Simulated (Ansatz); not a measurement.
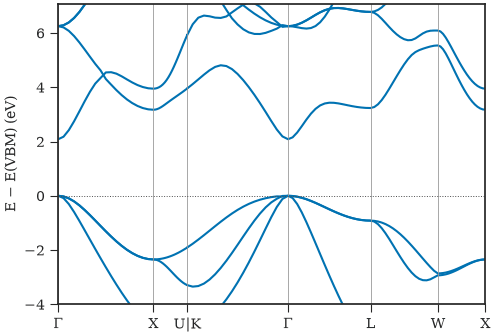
Fig. 1. Band structure from DFT-PBEsol in the program Ansatz with PAW potentials

Read off the gap and where the band edges lie.

About 2.1 eV (2.09 eV by a search for the band edges); maximum at Γ, minimum at Γ.

The material is ZnS (zinc blende, F-43m).

The PBEsol relaxation kept the symmetry of its start.

Potentials: the later of the program's two PAW sets.
